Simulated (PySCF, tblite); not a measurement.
# C6H5NSe2: excited states, first hyperpolarisability

Aim: compute the excited states, first hyperpolarisability of C6H5NSe2 (`C[Se]c1ccc(C#N)[se]1`).

Programs: tblite 0.8.0 and PySCF 2.14.0, with routines of our own; each step states its level. All values are computed. Atoms count from 0.

## Step 1: The system as given

14 atoms, charge 0, multiplicity 1; geometry from: force field or distance geometry start.

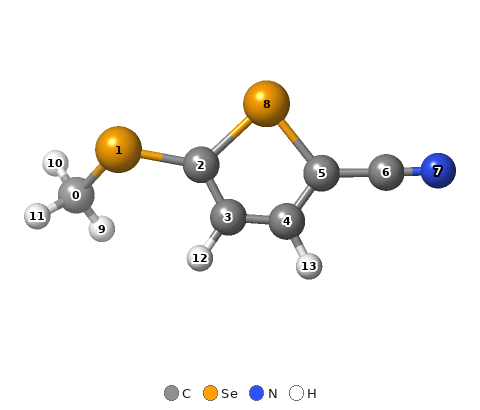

The starting geometry (carbon grey, selenium orange, nitrogen blue, hydrogen white).

## Step 2: Geometry optimisation with GFN2-xTB

Job settings and geometry (Å):

```
{"job": {"kind": "relax", "xc": "GFN2-xTB", "basis": "xTB"}, "charge": 0, "multiplicity": 1}
C     -3.276000     0.450600     0.074600
Se    -1.999500    -0.024700     1.402800
C     -0.191800    -0.161200     0.797200
C      0.272400    -0.801100    -0.290100
C      1.568100    -0.816500    -0.593200
C      2.478200    -0.154000     0.155500
C      3.924700    -0.083200    -0.091100
N      5.093300    -0.020600    -0.261600
Se     1.437400     0.691200     1.663300
H     -2.888600     0.537800    -0.948500
H     -3.757400     1.413400     0.414300
H     -4.126500    -0.291400     0.098700
H     -0.476400    -1.371400    -0.927100
H      1.941300    -1.374200    -1.516900
```

Launch:

```sh
$ OMP_NUM_THREADS=1 python excited_run.py task.json out
```

The driver reads the jobs from task.json and runs them one after another.

Standard output:

```text
step      E/eV     max force
  0    -667.76454    5.036
  1    -668.10905    8.100
  2    -668.14176    5.696
  3    -668.43597    2.304
  4    -668.50985    1.320
  5    -668.57684    1.702
  6    -668.62209    0.661
  7    -668.65239    0.610
  8    -668.69200    0.692
  9    -668.71436    0.578
 10    -668.73778    0.551
 11    -668.76186    0.589
 12    -668.79020    0.516
 13    -668.81098    0.351
 14    -668.82336    0.286
 15    -668.83081    0.202
 16    -668.83692    0.237
 17    -668.84423    0.316
 18    -668.85206    0.385
 19    -668.85882    0.308
 20    -668.86382    0.207
 21    -668.86758    0.222
 22    -668.87117    0.203
 23    -668.87454    0.172
 24    -668.87708    0.144
 25    -668.87932    0.142
 26    -668.88213    0.204
 27    -668.88586    0.248
 28    -668.88962    0.190
 29    -668.89215    0.136
 30    -668.89363    0.085
 31    -668.89484    0.127
 32    -668.89612    0.121
 33    -668.89732    0.106
 34    -668.89834    0.081
 35    -668.89930    0.098
 36    -668.90045    0.152
 37    -668.90190    0.196
 38    -668.90346    0.165
 39    -668.90484    0.096
 40    -668.90611    0.104
 41    -668.90771    0.233
 42    -668.90986    0.289
 43    -668.91222    0.231
 44    -668.91419    0.097
 45    -668.91554    0.079
 46    -668.91647    0.118
 47    -668.91722    0.103
 48    -668.91779    0.070
 49    -668.91814    0.056
 50    -668.91841    0.057
 51    -668.91880    0.075
 52    -668.91942    0.106
 53    -668.92030    0.125
 54    -668.92133    0.101
 55    -668.92228    0.080
 56    -668.92309    0.086
 57    -668.92388    0.072
 58    -668.92465    0.081
 59    -668.92521    0.100
 60    -668.92568    0.060
 61    -668.92628    0.071
 62    -668.92761    0.101
 63    -668.92964    0.131
 64    -668.93273    0.186
 65    -668.93673    0.322
 66    -668.94016    0.379
 67    -668.94405    0.308
 68    -668.95129    0.165
 69    -668.95527    0.194
 70    -668.95770    0.189
 71    -668.95976    0.197
 72    -668.96202    0.087
 73    -668.96361    0.108
 74    -668.96520    0.136
 75    -668.96677    0.127
 76    -668.96847    0.092
 77    -668.96928    0.096
 78    -668.96971    0.109
 79    -668.97050    0.094
 80    -668.97132    0.070
 81    -668.97234    0.062
 82    -668.97326    0.059
 83    -668.97411    0.062
 84    -668.97467    0.055
 85    -668.97529    0.121
 86    -668.97583    0.080
 87    -668.97638    0.048
 88    -668.97665    0.049
 89    -668.97711    0.046
 90    -668.97774    0.066
 91    -668.97839    0.071
 92    -668.97895    0.087
 93    -668.97935    0.042
 94    -668.97961    0.056
 95    -668.97978    0.036
 96    -668.97991    0.028
 97    -668.98006    0.034
 98    -668.98017    0.031
 99    -668.98026    0.025
100    -668.98033    0.025
101    -668.98041    0.022
102    -668.98053    0.045
103    -668.98072    0.067
104    -668.98095    0.068
105    -668.98117    0.043
106    -668.98138    0.048
107    -668.98170    0.069
108    -668.98231    0.086
109    -668.98336    0.135
110    -668.98458    0.111
111    -668.98584    0.216
112    -668.98718    0.112
113    -668.98811    0.082
114    -668.98860    0.086
115    -668.98908    0.178
116    -668.98956    0.144
117    -668.98992    0.055
118    -668.99012    0.032
119    -668.99028    0.034
120    -668.99040    0.047
121    -668.99048    0.029
122    -668.99055    0.023
123    -668.99059    0.014
124    -668.99062    0.013
125    -668.99063    0.015
126    -668.99064    0.009
```

It took 1.7 s on 1 thread of Arm Neoverse N1, shared host.

Step by step: (not every step is listed)

| step | energy from step 0 (eV) | largest force (eV/Å) |
| --- | --- | --- |
| 0 | 0.0000 | 5.0363 |
| 1 | -0.3445 | 8.1003 |
| 2 | -0.3772 | 5.6956 |
| 3 | -0.6714 | 2.3043 |
| 4 | -0.7453 | 1.3202 |
| 5 | -0.8123 | 1.7017 |
| 6 | -0.8575 | 0.6606 |
| 7 | -0.8878 | 0.6101 |
| 8 | -0.9275 | 0.6915 |
| 19 | -1.0943 | 0.3083 |
| 30 | -1.1291 | 0.0854 |
| 41 | -1.1432 | 0.2331 |
| 52 | -1.1549 | 0.1061 |
| 63 | -1.1651 | 0.1313 |
| 74 | -1.2007 | 0.1363 |
| 85 | -1.2107 | 0.1207 |
| 96 | -1.2154 | 0.0279 |
| 107 | -1.2172 | 0.0690 |
| 118 | -1.2256 | 0.0315 |
| 121 | -1.2259 | 0.0287 |
| 122 | -1.2260 | 0.0230 |
| 123 | -1.2260 | 0.0139 |
| 124 | -1.2261 | 0.0130 |
| 125 | -1.2261 | 0.0153 |
| 126 | -1.2261 | 0.0092 |

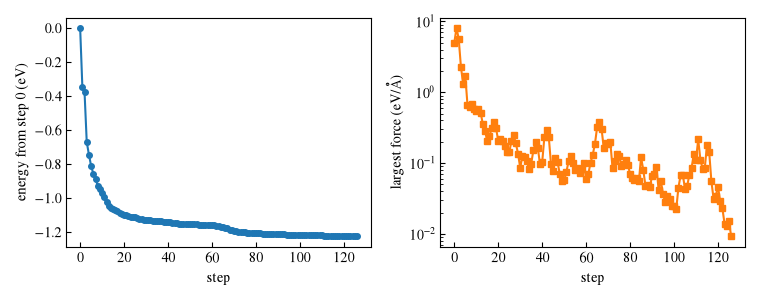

Energy and force, step by step.

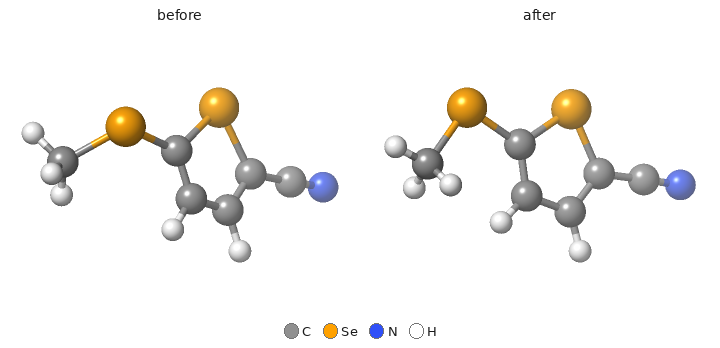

Before and after, at one scale.

Close pairs (by a distance rule), those that changed most:

| bond | before (Å) | after (Å) | change (Å) |
| --- | --- | --- | --- |
| C2–Se8 | 2.032 | 1.874 | -0.159 |
| C5–Se8 | 2.018 | 1.886 | -0.132 |
| C5–C6 | 1.469 | 1.395 | -0.074 |
| C3–C4 | 1.331 | 1.405 | +0.074 |
| C4–H13 | 1.142 | 1.077 | -0.064 |
| C3–H12 | 1.137 | 1.076 | -0.060 |
| C0–Se1 | 1.902 | 1.952 | +0.049 |
| C0–H10 | 1.129 | 1.087 | -0.042 |

The next job starts from the end point, and lists it.

## Step 3: Vibrational analysis with GFN2-xTB

Job settings and geometry (Å):

```
{"job": {"kind": "ir", "xc": "GFN2-xTB", "basis": "xTB"}, "charge": 0, "multiplicity": 1}
C     -3.018422     0.197835     0.122488
Se    -1.771937     0.876015     1.462314
C     -0.140546     0.287826     0.709510
C      0.053533    -0.409056    -0.453159
C      1.396087    -0.701803    -0.745445
C      2.308477    -0.247835     0.173090
C      3.692100    -0.410665     0.108761
N      4.830731    -0.552047     0.046339
Se     1.467529     0.660100     1.596524
H     -2.810524     0.660268    -0.839161
H     -4.013141     0.476916     0.460724
H     -2.938785    -0.884894     0.063293
H     -0.750562    -0.714674    -1.099745
H      1.694782    -1.243437    -1.627700
```

Standard output:

```text
mode    cm-1     km/mol
  1      33.1      0.98
  2      63.7      4.54
  3      96.5      3.41
  4     154.5      4.44
  5     183.1      0.54
  6     184.4      0.73
  7     215.2      1.42
  8     254.7      0.12
  9     356.7      0.03
 10     425.3      9.77
 11     455.1      2.30
 12     482.2      2.05
 13     518.2      9.49
 14     568.8     23.47
 15     585.8      2.02
 16     626.8      3.21
 17     778.5     22.74
 18     836.0      0.79
 19     839.3     34.43
 20     874.0      7.44
 21     876.2     30.20
 22    1052.8      9.43
 23    1133.7      8.40
 24    1183.6      6.11
 25    1279.0      4.15
 26    1304.7      2.10
 27    1405.2    246.90
 28    1429.7      6.49
 29    1430.7      6.95
 30    1512.2     21.76
 31    2341.6    402.44
 32    3004.3      1.71
 33    3017.0      7.56
 34    3028.7      5.50
 35    3107.5      8.14
 36    3121.1     11.25
```

Run time: 0.93 s. Hardware: 1 thread of Arm Neoverse N1, shared host.

The strongest bands and the atoms that carry them (share of the mass-weighted mode):

| cm⁻¹ | km/mol | atoms |
| --- | --- | --- |
| 569 | 23.5 | C0 71 %, Se1 16 % |
| 778 | 22.7 | H12 60 %, H13 23 %, C3 12 % |
| 839 | 34.4 | C2 57 %, C3 15 % |
| 876 | 30.2 | H10 41 %, H9 18 %, C0 14 %, H11 13 % |
| 1405 | 246.9 | C3 47 %, C2 25 %, C4 15 %, C5 10 % |
| 1512 | 21.8 | C5 38 %, C4 34 %, C3 12 % |
| 2342 | 402.4 | C6 60 %, N7 39 % |
| 3121 | 11.2 | H12 80 %, H13 12 % |

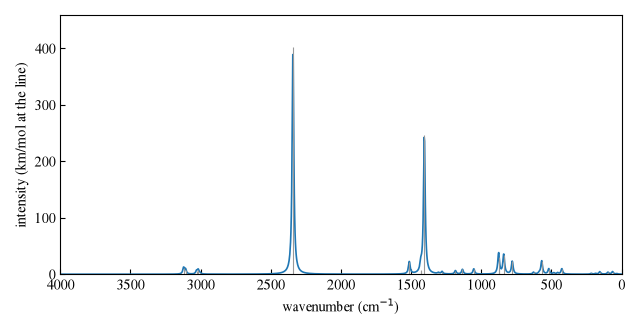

The infrared spectrum from these modes, unscaled. Lines are broadened to a width of 14 cm⁻¹ (Lorentzian).

## Step 4: Excited states: TDA CAM-B3LYP/def2-SVPD

Settings changed since step 3:

```diff
@@ -1,2 +1,2 @@
-{"job": {"kind": "ir", "xc": "GFN2-xTB", "basis": "xTB"}, "charge": 0, "multiplicity": 1}
+{"job": {"kind": "states", "xc": "CAM-B3LYP", "basis": "def2-SVPD", "tda": true, "soc": true, "nstates": 8, "ntriplets": 4, "nquad": 4}, "charge": 0, "multiplicity": 1}
 C     -3.018422     0.197835     0.122488
```

With the program's defaults for keys left out, this is: TDA CAM-B3LYP/def2-SVPD excited states, vertical, gas phase, spin-orbit mean-field couplings.

Standard output:

```text
coarse grid: 63224 points
cycle   1  E = -5088.6859897688  dE = -1.155e-01  |g| = 5.508e-01  |ddm| = 7.448e+00
cycle   2  E = -5088.5881753429  dE =  9.781e-02  |g| = 8.974e-01  |ddm| = 2.383e+00
cycle   3  E = -5088.7626885418  dE = -1.745e-01  |g| = 9.933e-02  |ddm| = 1.213e+00
cycle   4  E = -5088.7640647239  dE = -1.376e-03  |g| = 5.323e-02  |ddm| = 2.385e-01
cycle   5  E = -5088.7645962217  dE = -5.315e-04  |g| = 2.138e-02  |ddm| = 1.450e-01
cycle   6  E = -5088.7647192307  dE = -1.230e-04  |g| = 4.012e-03  |ddm| = 6.202e-02
cycle   7  E = -5088.7647235753  dE = -4.345e-06  |g| = 1.863e-03  |ddm| = 1.226e-02
final grid: 131248 points
cycle   8  E = -5088.7646769631  dE =  5.871e-07  |g| = 2.688e-03  |ddm| = 1.227e-02
cycle   9  E = -5088.7646743092  dE =  2.654e-06  |g| = 4.166e-03  |ddm| = 1.446e-02
cycle  10  E = -5088.7646790375  dE = -4.728e-06  |g| = 2.185e-04  |ddm| = 8.530e-03
cycle  11  E = -5088.7646790549  dE = -1.743e-08  |g| = 1.122e-04  |ddm| = 8.415e-04
cycle  12  E = -5088.7646790618  dE = -6.836e-09  |g| = 5.080e-05  |ddm| = 4.635e-04
cycle  13  E = -5088.7646790627  dE = -9.404e-10  |g| = 2.341e-05  |ddm| = 1.738e-04
converged SCF energy = -5088.7646790627

Singlet excitations
state   eV       nm        f     d(h-e)  d(exc)  Lambda  PR(NTO)  |dmu|/D   mu/D   main configurations
  1   4.2811   289.6   0.42409   1.525   3.728   0.696   1.109    4.135   10.116   H->L 0.94
  2   4.3063   287.9   0.00082   0.792   3.437   0.444   1.078    1.884    7.120   H->L+1 0.89
  3   5.0111   247.4   0.00315   0.611   3.443   0.403   1.262    2.463    4.535   H->L+2 0.68, H->L+8 0.11
  4   5.1500   240.7   0.07833   0.562   3.014   0.658   1.372    0.892    6.702   H-1->L 0.84
  5   5.1819   239.3   0.00015   0.618   3.024   0.406   1.491                     H-1->L+1 0.62, H->L+3 0.13
  6   5.3135   233.3   0.00016   0.851   3.633   0.406   1.451                     H->L+3 0.68, H-1->L+1 0.14
  7   5.8135   213.3   0.01014   0.561   3.943   0.393   1.168                     H->L+4 0.52, H->L+6 0.19, H->L+2 0.11
  8   5.9639   207.9   0.00690   0.498   3.789   0.405   1.686                     H->L+6 0.33, H->L+4 0.31, H-2->L+1 0.14

Triplet excitations (Tamm-Dancoff)
state   eV     d(h-e)  d(exc)  Lambda  PR(NTO)   main configurations
  1   2.7411   0.448   3.220   0.707   1.059   H->L 0.85, H-2->L 0.10
  2   3.9907   0.398   2.906   0.678   1.030   H-1->L 0.94
  3   4.0136   0.560   3.265   0.441   1.113   H->L+1 0.82
  4   4.6512   0.414   3.076   0.406   1.588   H->L+2 0.43, H-1->L+1 0.15, H->L+8 0.11
S1 - T1 = 1.5400 eV

Spin-orbit couplings |<S|Hso|T>| (cm-1)
             T1       T2       T3       T4
S0        3.356    3.344  609.687  239.961
S1        3.862    2.112   46.127  172.781
S2      101.096   26.568    5.566   15.594
S3      189.906   33.942   24.242   11.048
S4        1.497    1.636   21.765  149.207
S5       65.407  159.159   16.878   83.129
S6      123.768   73.697   17.692  173.524
S7       72.088   14.517   33.474   43.566
S8       49.388   37.588   92.848    2.351
T1 sublevels (cm-1): 0.000 0.263 0.827   radiative rates (1/s): 0.42 38.6 0.148
```

Wall time 2.9 min (1 thread of Arm Neoverse N1, shared host); peak memory 1.4 GiB.

From this job:

| quantity | value |
| --- | --- |
| S1 less T1 | 1.54 eV |

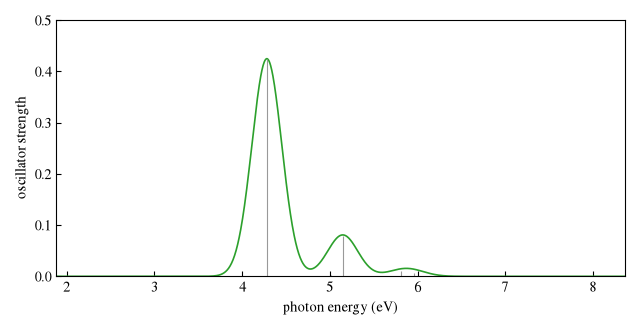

Absorption lines of the singlets. Lines are broadened to a width of 0.40 eV (Gaussian).

The fields below are evaluated on a grid from the run's orbitals.

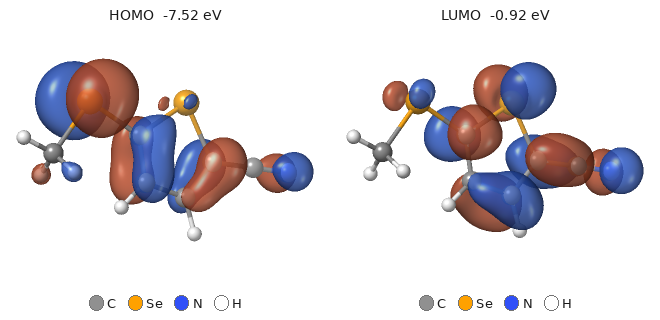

Frontier orbitals at CAM-B3LYP/def2-SVPD; each surface holds 70 % of the orbital's density, blue and red mark the sign.

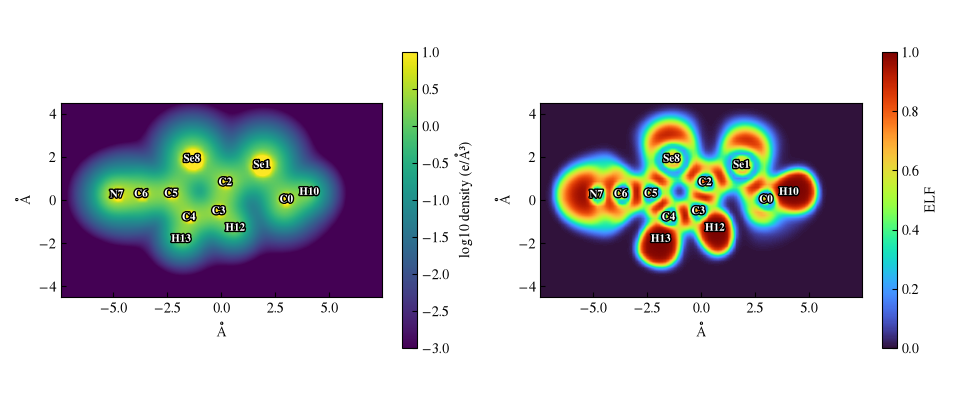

Density (left) and ELF (right) in a plane through or near 12 of the atoms.

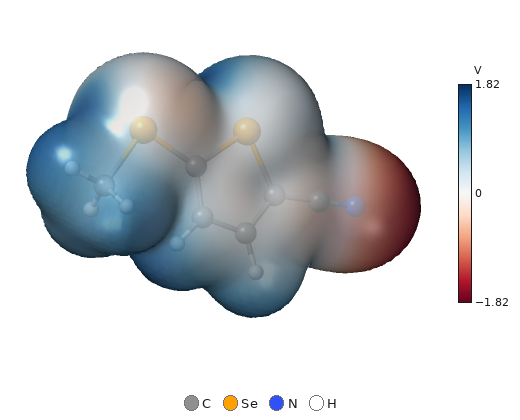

The potential that a unit positive charge feels on the 0.002 e/bohr³ surface, from -1.82 V near N7 to 1.46 V near H12.

## Step 5: Excited states: TDDFT B3LYP/def2-SVPD

Settings changed since step 4:

```diff
@@ -1,2 +1,2 @@
-{"job": {"kind": "states", "xc": "CAM-B3LYP", "basis": "def2-SVPD", "tda": true, "soc": true, "nstates": 8, "ntriplets": 4, "nquad": 4}, "charge": 0, "multiplicity": 1}
+{"job": {"kind": "states", "xc": "B3LYP", "basis": "def2-SVPD", "tpa": true, "nstates": 6, "nquad": 5, "ntriplets": 0}, "charge": 0, "multiplicity": 1}
 C     -3.018422     0.197835     0.122488
```

Method: TDDFT B3LYP/def2-SVPD excited states, vertical, gas phase, two-photon moments by quadratic response.

Standard output:

```text
coarse grid: 63224 points
cycle   1  E = -5088.6822559511  dE = -3.665e-01  |g| = 5.485e-01  |ddm| = 7.871e+00
cycle   2  E = -5088.4756247317  dE =  2.066e-01  |g| = 1.073e+00  |ddm| = 3.068e+00
cycle   3  E = -5088.7426862186  dE = -2.671e-01  |g| = 1.958e-01  |ddm| = 1.975e+00
cycle   4  E = -5088.7495339435  dE = -6.848e-03  |g| = 7.716e-02  |ddm| = 3.532e-01
cycle   5  E = -5088.7509768436  dE = -1.443e-03  |g| = 2.690e-02  |ddm| = 2.476e-01
cycle   6  E = -5088.7511980456  dE = -2.212e-04  |g| = 8.586e-03  |ddm| = 9.860e-02
cycle   7  E = -5088.7512166535  dE = -1.861e-05  |g| = 1.958e-03  |ddm| = 1.502e-02
cycle   8  E = -5088.7512173830  dE = -7.294e-07  |g| = 1.048e-03  |ddm| = 5.516e-03
final grid: 131248 points
cycle   9  E = -5088.7511730029  dE =  1.371e-06  |g| = 2.457e-03  |ddm| = 1.628e-02
cycle  10  E = -5088.7511645618  dE =  8.441e-06  |g| = 5.909e-03  |ddm| = 1.618e-02
cycle  11  E = -5088.7511747489  dE = -1.019e-05  |g| = 3.575e-04  |ddm| = 1.149e-02
cycle  12  E = -5088.7511747812  dE = -3.228e-08  |g| = 5.211e-05  |ddm| = 5.918e-04
cycle  13  E = -5088.7511747818  dE = -6.494e-10  |g| = 1.194e-05  |ddm| = 9.310e-05
converged SCF energy = -5088.7511747818

Singlet excitations
state   eV       nm        f     d(h-e)  d(exc)  Lambda  PR(NTO)  |dmu|/D   mu/D   delta(TPA)   sigma/GM   main configurations
  1   3.7686   329.0   0.28532   2.017   4.012   0.707   1.117    4.292   10.364     1025.79      5.337   H->L 0.97
  2   3.8929   318.5   0.00024   1.075   3.764   0.461   1.014    2.406    8.121        0.41      0.002   H->L+1 0.99
  3   4.6585   266.1   0.00163   0.856   3.947   0.450   1.036    3.426    3.279       17.82      0.142   H->L+2 0.94
  4   4.7942   258.6   0.00081   0.818   4.114   0.505   1.073    2.101    7.862       37.34      0.314   H->L+3 0.93
  5   4.8572   255.3   0.06067   0.525   3.093   0.680   1.352    0.882    6.881        3.35      0.029   H-1->L 0.90
  6   5.0149   247.2   0.00002   0.747   3.111   0.457   1.045                                            H-1->L+1 0.93
```

Run time: 2.2 min. Hardware: 1 thread of Arm Neoverse N1, shared host; peak memory 1.2 GiB.

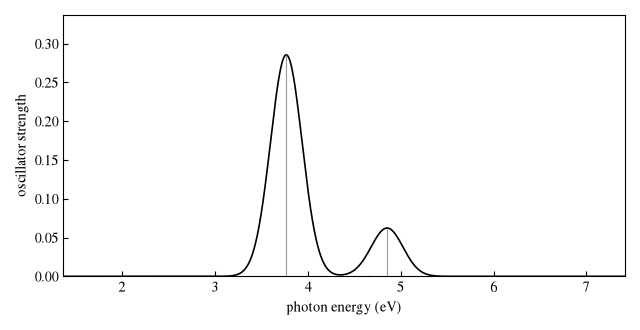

Absorption lines of the singlets. Lines are broadened to a width of 0.40 eV (Gaussian).

## Step 6: First hyperpolarisability: quadratic response CAM-B3LYP/def2-SVPD

Settings changed since step 5:

```diff
@@ -1,2 +1,2 @@
-{"job": {"kind": "states", "xc": "B3LYP", "basis": "def2-SVPD", "tpa": true, "nstates": 6, "nquad": 5, "ntriplets": 0}, "charge": 0, "multiplicity": 1}
+{"job": {"kind": "beta", "xc": "CAM-B3LYP", "basis": "def2-SVPD", "wavelengths": [1064, 800]}, "charge": 0, "multiplicity": 1}
 C     -3.018422     0.197835     0.122488
```

Level: quadratic response CAM-B3LYP/def2-SVPD first hyperpolarisability, Taylor convention, gas phase.

Standard output:

```text
coarse grid: 63224 points
cycle   1  E = -5088.6859897688  dE = -1.155e-01  |g| = 5.508e-01  |ddm| = 7.448e+00
cycle   2  E = -5088.5881753429  dE =  9.781e-02  |g| = 8.974e-01  |ddm| = 2.383e+00
cycle   3  E = -5088.7626885418  dE = -1.745e-01  |g| = 9.933e-02  |ddm| = 1.213e+00
cycle   4  E = -5088.7640647239  dE = -1.376e-03  |g| = 5.323e-02  |ddm| = 2.385e-01
cycle   5  E = -5088.7645962217  dE = -5.315e-04  |g| = 2.138e-02  |ddm| = 1.450e-01
cycle   6  E = -5088.7647192307  dE = -1.230e-04  |g| = 4.012e-03  |ddm| = 6.202e-02
cycle   7  E = -5088.7647235753  dE = -4.345e-06  |g| = 1.863e-03  |ddm| = 1.226e-02
final grid: 131248 points
cycle   8  E = -5088.7646769631  dE =  5.871e-07  |g| = 2.688e-03  |ddm| = 1.227e-02
cycle   9  E = -5088.7646743092  dE =  2.654e-06  |g| = 4.166e-03  |ddm| = 1.446e-02
cycle  10  E = -5088.7646790375  dE = -4.728e-06  |g| = 2.185e-04  |ddm| = 8.530e-03
cycle  11  E = -5088.7646790549  dE = -1.743e-08  |g| = 1.122e-04  |ddm| = 8.415e-04
cycle  12  E = -5088.7646790618  dE = -6.836e-09  |g| = 5.080e-05  |ddm| = 4.635e-04
cycle  13  E = -5088.7646790627  dE = -9.404e-10  |g| = 2.341e-05  |ddm| = 1.738e-04
converged SCF energy = -5088.7646790627

Lowest singlets (eV, f): 4.0967 0.3261  4.2877 0.0001  4.9920 0.0026

First hyperpolarisability (au)
process     nm      |vector|   parallel      HRS      DR
static         -      781.76     468.57     370.68   3.503
shg       1064.0     1379.63     817.86     628.97    3.93
eope      1064.0      926.21     553.81          -       -
shg        800.0     2556.52    1493.23    1128.68   4.367
eope       800.0     1067.61     636.62          -       -
```

It took 2.6 min on 1 thread of Arm Neoverse N1, shared host; peak memory 1.4 GiB.

## Step 7: What came out

| quantity | value |
| --- | --- |
| strongest single infrared mode (GFN2-xTB) | 2342 cm⁻¹, 402 km/mol |
| zero-point energy (GFN2-xTB) | 55.4 kcal/mol |
| S1 less T1 (step 4, TDA CAM-B3LYP/def2-SVPD) | 1.54 eV |
| potential on the surface of density 0.002 e/bohr³, 1st and 99th percentile | -1.82 V and 1.46 V |
| β vector (step 6, quadratic response CAM-B3LYP/def2-SVPD) | static 782, SHG 1064.0 nm 1380, SHG 800.0 nm 2557 au |

**Reading.** All 36 modes are real, so the xTB geometry is a minimum. The strongest single mode, at 2342 cm⁻¹, moves mainly C6 and N7. GFN2-xTB is a fitted tight-binding method: band positions and strengths are rough. Its intensities can rank the bands wrongly. Scalar relativity is left out for the heavy atoms. In step 4, the number of triplets below S1 is 3, and the largest singlet-triplet spin-orbit coupling is S0–T3, 609.69 cm⁻¹. At CAM-B3LYP/def2-SVPD, counted by nearest atom on the grid, the HOMO lies on Se1 46 %; C5 14 %, the LUMO on C2 21 %; C4, C5 about 15 % each. Steps that list no spin-orbit terms leave them out, which matters at and beside the heavy atoms. β grows from 782 au (static) to 2557 au for doubling at 800.0 nm: normal dispersion, which grows as twice the photon energy moves toward the bright states.
